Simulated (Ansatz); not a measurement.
C3H11NSSi

| atom | x (Å) | y (Å) | z (Å) |
| --- | --- | --- | --- |
| C | -1.5379 | -0.2803 | -0.5629 |
| N | -0.2840 | 0.4052 | -0.3897 |
| C | 0.6385 | -0.3386 | 0.4315 |
| Si | 1.2470 | -1.9501 | -0.3345 |
| C | -0.5293 | 1.7220 | 0.1323 |
| S | 0.9196 | 2.8223 | 0.1213 |
| H | -2.0786 | -0.4487 | 0.4060 |
| H | -1.3724 | -1.2691 | -1.0294 |
| H | -2.2010 | 0.3047 | -1.2280 |
| H | 0.2297 | -0.5333 | 1.4626 |
| H | 1.5482 | 0.2845 | 0.5670 |
| H | 1.8927 | -1.6877 | -1.6629 |
| H | 2.2578 | -2.5537 | 0.5998 |
| H | 0.1473 | -2.9573 | -0.5294 |
| H | -0.9455 | 1.7033 | 1.1732 |
| H | -1.2835 | 2.2150 | -0.5103 |
| H | 1.3323 | 2.5614 | 1.3936 |

Method: RKS LDA/6-31G* (Ansatz).

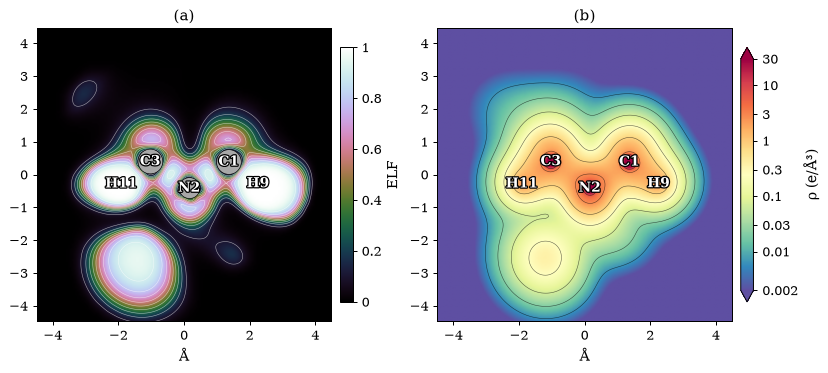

Figure 1. (a) electron localisation function; (b) electron density on the plane of atoms N2, C1 and H9. Grey discs cover the atomic cores in the ELF map.

Describe what can be read from this map.

- The section cuts through C, N and H sites.
- C–N (1.44 Å): ρ at the midpoint is about 2 e/Å³; the ELF peaks at about 0.90 between the atoms; a shared electron pair.
- C–H (1.11 Å): ρ is about 1.9 e/Å³ halfway; the ELF climbs to about 1 towards the hydrogen, as it does in any bond to H: a covalent bond by its length.
- The ELF also peaks beside S6, away from the bonds: lone-pair regions.

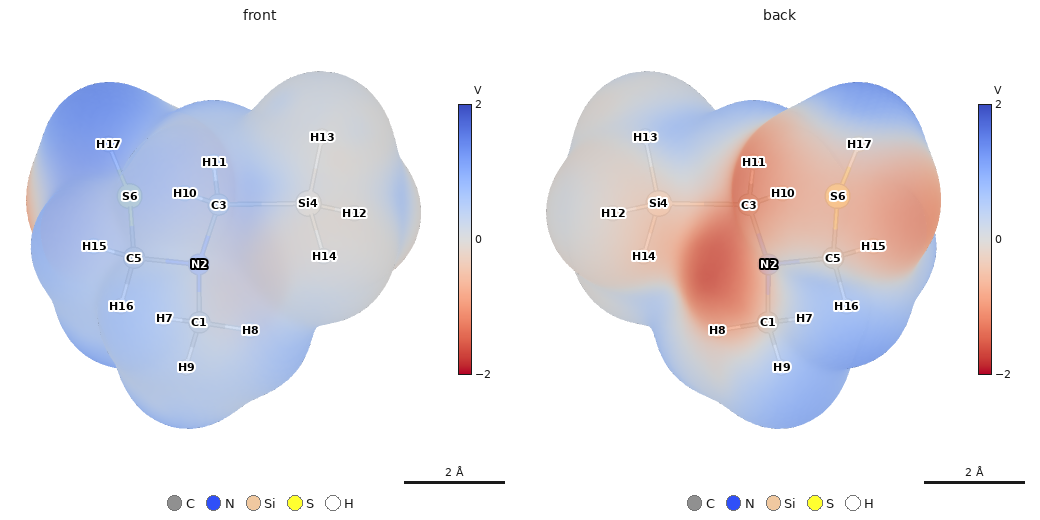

Figure 2. The molecular electrostatic potential painted on the density surface at 0.002 e/bohr³, seen from the front and from behind; the colour scale runs from red (negative) to blue (positive).

Describe the electrostatic potential map.

The most negative region (about −1.5 V) lies over N2, the most positive (about +1.3 V) over H17. N2 is the likeliest acceptor of a hydrogen bond.

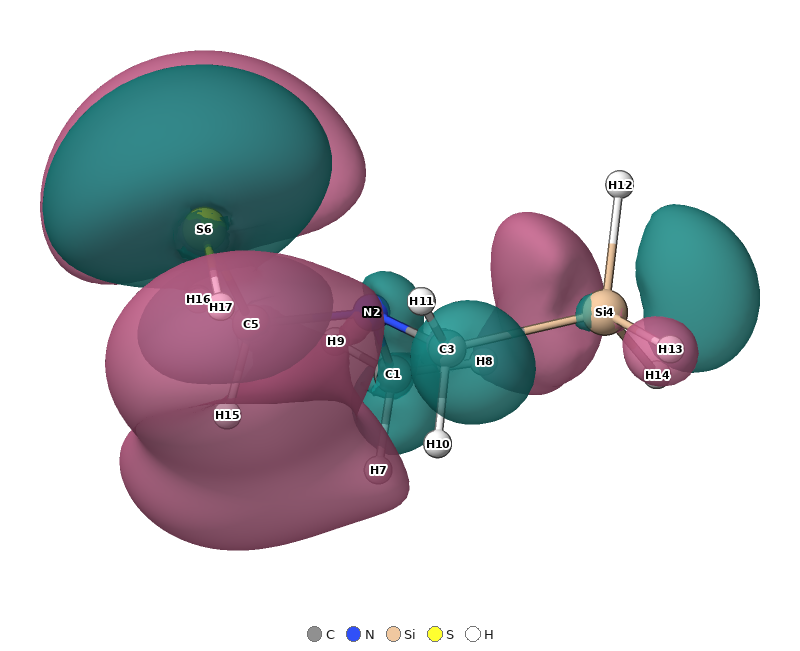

Figure 3. The LUMO at ±0.05 Å⁻³ᐟ² (teal and pink are the two phases), seen from one side.

Describe this orbital and give its energy.

Its weight (Hirshfeld) is mainly on S6 (about 50 %), H17 (about 15 %) and C5 (about 10 %). Its energy is −0.45 eV.

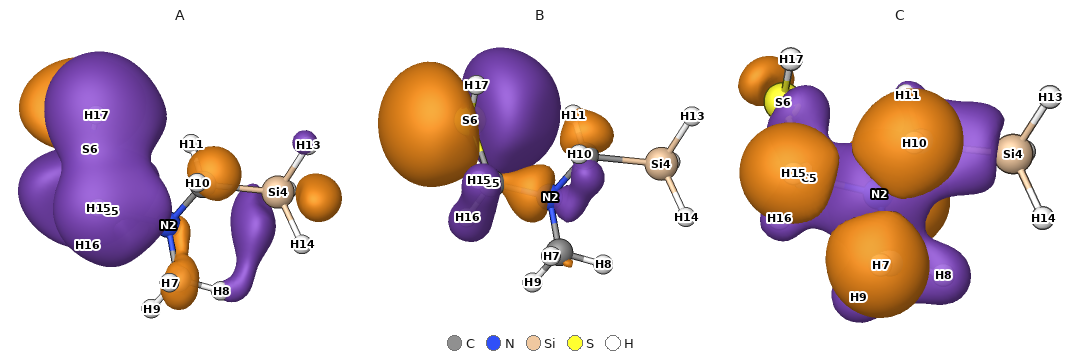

Figure 4. Three frontier orbitals at ±0.06 Å⁻³ᐟ² (orange and purple are the two phases), in no order.

Which picture is the HOMO−1, the HOMO and the LUMO?

B is the HOMO−1 (−5.83 eV). Its weight (Hirshfeld) is mainly on S6 (about 85 %); largely a lone pair of S6. C is the HOMO (−5.07 eV). It lies mainly on N2 (about 55 %), C3 (about 10 %), C1 (about 5 %) and C5 (about 5 %). A is the LUMO (−0.45 eV). By Hirshfeld shares it lies mainly on S6 (about 50 %), H17 (about 15 %) and C5 (about 10 %).

What is the HOMO–LUMO gap?

4.62 eV between the orbital energies.
